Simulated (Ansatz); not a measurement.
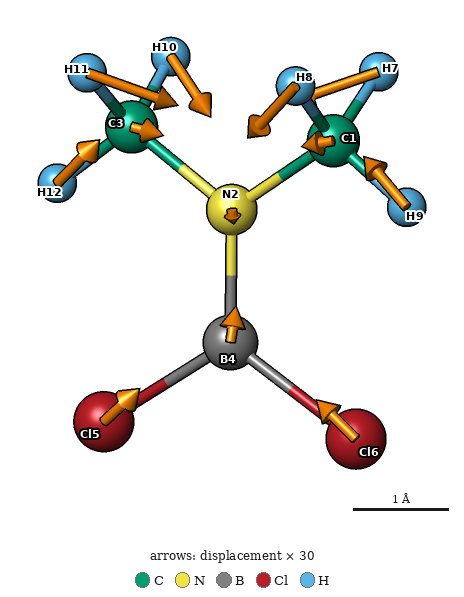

This is a relaxation of C2H6BCl2N. The starting structure is drawn; orange arrows show the displacements, magnified 30 times. The two geometries are superimposed by the best rigid fit.

The picture is a ball-and-stick view, seen at a tilt.

The start comes from PBE-D4/def2-SVP.

These are results of RKS PBE0-D4/def2-TZVP in Ansatz, not measurements.

The input:
```yaml
crystal:
  periodic: [false, false, false]
  atoms:
    - {symbol: C, position_ang: [-1.283964, -0.448671, 0.236996]}
    - {symbol: N, position_ang: [0.024245, 0.121355, -0.052678]}
    - {symbol: C, position_ang: [1.125448, -0.757757, 0.314950]}
    - {symbol: B, position_ang: [0.206056, 1.391252, -0.629777]}
    - {symbol: Cl, position_ang: [1.832753, 2.034277, -0.971330]}
    - {symbol: Cl, position_ang: [-1.180244, 2.423001, -1.065019]}
    - {symbol: H, position_ang: [-1.427923, -1.403143, -0.316687]}
    - {symbol: H, position_ang: [-1.382153, -0.673101, 1.322531]}
    - {symbol: H, position_ang: [-2.084782, 0.253591, -0.052910]}
    - {symbol: H, position_ang: [1.049737, -1.727608, -0.225615]}
    - {symbol: H, position_ang: [1.103899, -0.979582, 1.405451]}
    - {symbol: H, position_ang: [2.093928, -0.288714, 0.067987]}
basis:
  gaussian: {orbitals: def2-TZVP}
hamiltonian: {xc: pbe0, dispersion: d4}
relax: {f_tol: 0.005, max_steps: 150}
```

Run as
```bash
ansatz run in.yaml --threads 4 --pin off --events-out ev --progress --plain --max-ram 11315MiB
```

**Atoms of which element are displaced furthest, and by how much?**

Hydrogen: up to 0.034 Å, against 0.021 Å for chlorine.

**Describe the change and its energy.**

The atom that moves furthest after the best rigid fit is H11 (0.034 Å). By element the largest moves are H 0.034 Å, Cl 0.021 Å, B 0.014 Å, C 0.013 Å, N 0.006 Å. Among the contacts that change: N2–B4 1.407 → 1.388 Å, C1–H7 1.113 → 1.095 Å, C1–H9 1.104 → 1.086 Å, B4–Cl5 1.782 → 1.769 Å. The energy falls by 1.12 kcal/mol in 5 geometry steps. The largest force component goes from 0.55 to 0.0034 eV/Å.
